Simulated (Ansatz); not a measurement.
**HSE06/def2-SVP run of C2H7NSi (SMILES NC1C[SiH2]1)**

What is the electronic atomisation energy of C2H7NSi at HSE06/def2-SVP? 

The results are computed with Ansatz 0.2.0.

61 further runs of the same task are left out: 61 set aside as unsound or not needed.

## 1. Starting point

The species is C2H7NSi (11 atoms), meant as a singlet with charge 0. As SMILES, `NC1C[SiH2]1`. The shape is that of a PBE0-D4/def2-TZVP optimisation. This is one conformer, not always the lowest.

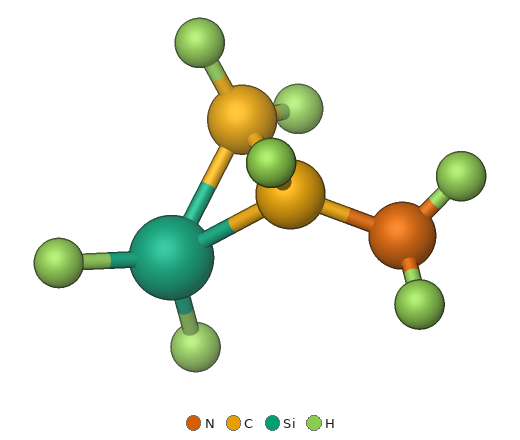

Viewed from a chosen angle; nitrogen orange, carbon amber, silicon teal, hydrogen green.

## 2. The energy at HSE06/def2-SVP

Contents of job.yaml:

```yaml
crystal:
  periodic: [false, false, false]
  atoms:
    - {symbol: N, position_ang: [-1.337200, 0.826100, -0.314200]}
    - {symbol: C, position_ang: [0.048100, 0.587400, -0.015100]}
    - {symbol: C, position_ang: [0.296100, -0.519700, 1.025200]}
    - {symbol: Si, position_ang: [0.845000, -0.955900, -0.685100]}
    - {symbol: H, position_ang: [-1.450400, 1.288300, -1.206000]}
    - {symbol: H, position_ang: [-1.774000, 1.401500, 0.397500]}
    - {symbol: H, position_ang: [0.701400, 1.454200, 0.118600]}
    - {symbol: H, position_ang: [1.025100, -0.311700, 1.801300]}
    - {symbol: H, position_ang: [-0.607900, -0.997000, 1.390600]}
    - {symbol: H, position_ang: [2.288700, -0.939900, -1.005500]}
    - {symbol: H, position_ang: [0.030300, -1.890100, -1.486800]}
basis:
  gaussian:
    orbitals: def2-SVP
hamiltonian:
  xc: hse06
accuracy: high
output: {orbitals: {seedname: orbitals}}
```

Started as:

```console
$ ansatz run job.yaml --threads 1 --pin off --max-ram 3480MiB --events-out events.jsonl --progress --plain --runs-dir runs
```

What it wrote:

```text
Warning: RAYON_NUM_THREADS=1 ignored (pool sized by the plan → 1); use --threads N
Functional definition: HSE06
  name "HSE06"
  parameter a = 0.25
  parameter omega = 0.11/bohr
  exchange = pbe_x - a*pbe_x_sr(omega) + a*exact_x_sr(omega)
  correlation = pbe_c
2284 factors; integrals over basis functions are off by at most 3.9e-9 eV
99 factors; integrals over basis functions are off by at most 2.5e-9 eV
mean field evaluation 1: about -11531.9973 eV, gradient 6.0e1 eV
mean field evaluation 2: about -11517.2616 eV, gradient 9.3e1 eV
mean field evaluation 4: about -11540.7806 eV, gradient 4.7e0 eV
mean field evaluation 8: about -11541.0767 eV, gradient 1.5e-1 eV
mean field evaluation 16: about -11541.0768 eV, gradient 6.3e-5 eV
mean field -11541.07679473 eV, -424.1267493834 hartree, gradient 6.6e-8 eV, S^2 0.000000; 0 other end points of the search recorded, 0 dependent functions left out
reference -11541.07679821 eV, -424.1267495115 hartree; 20, 20 occupied and 75, 75 virtual orbitals, 2284 factors
Total energy: -11541.07679821 eV, -424.1267495115 hartree
```

Wall time 8.1 s (1 thread of Arm Neoverse V2, shared host); peak memory 0.34 GiB.

## 3. The C atom at the same level

Contents of job.yaml:

```yaml
crystal:
  periodic: [false, false, false]
  atoms:
    - {symbol: C, position_ang: [0.000000, 0.000000, 0.000000]}
basis:
  gaussian:
    orbitals: def2-SVP
magnetization:
  spin_polarized: true
  initial_magnetization: 2
hamiltonian:
  xc: {name: HSE06}
accuracy: high
```

Run the same way, it converges to -37.75830 Eh (log not shown).

## 4. The H atom, same level

Contents of input.yaml:

```yaml
crystal:
  periodic: [false, false, false]
  atoms:
    - {symbol: H, position_ang: [0.000000, 0.000000, 0.000000]}
basis:
  gaussian:
    orbitals: def2-SVP
magnetization:
  spin_polarized: true
  initial_magnetization: 1
hamiltonian:
  xc: {name: HSE06}
accuracy: high
```

Run the same way, it converges to -0.50000 Eh (log not shown).

## 5. The N atom

Contents of molecule.yaml:

```yaml
crystal:
  periodic: [false, false, false]
  atoms:
    - {symbol: N, position_ang: [0.000000, 0.000000, 0.000000]}
basis:
  gaussian:
    orbitals: def2-SVP
magnetization:
  spin_polarized: true
  initial_magnetization: 3
hamiltonian:
  xc: {name: HSE06}
accuracy: high
```

Run the same way, it converges to -54.47622 Eh (log not shown).

## 6. The Si atom

Contents of molecule.yaml:

```yaml
basis:
  gaussian:
    orbitals: def2-SVP
crystal:
  periodic: [false, false, false]
  atoms:
    - {symbol: Si, position_ang: [0.000000, 0.000000, 0.000000]}
magnetization:
  spin_polarized: true
  initial_magnetization: 2
hamiltonian:
  xc: {name: HSE06}
accuracy: high
```

Run the same way, it converges to -289.14547 Eh (log not shown).

## 7. Results

At HSE06/def2-SVP:

```
                     quantity          value
       molecule: total energy  -424.12675 Eh
        molecule: HOMO energy       -5.81 eV
        molecule: LUMO energy        0.45 eV
      molecule: HOMO–LUMO gap        6.25 eV
         C atom: total energy   -37.75830 Eh
                 C atom: ⟨S²⟩          2.002
         H atom: total energy    -0.50000 Eh
                 H atom: ⟨S²⟩          0.750
         N atom: total energy   -54.47622 Eh
                 N atom: ⟨S²⟩          3.753
        Si atom: total energy  -289.14547 Eh
                Si atom: ⟨S²⟩          2.004
electronic atomisation energy      40.502 eV
```

What this shows: Taking the molecule apart into free atoms costs 40.50 eV (3908 kJ/mol), before zero-point energy and without spin-orbit coupling.
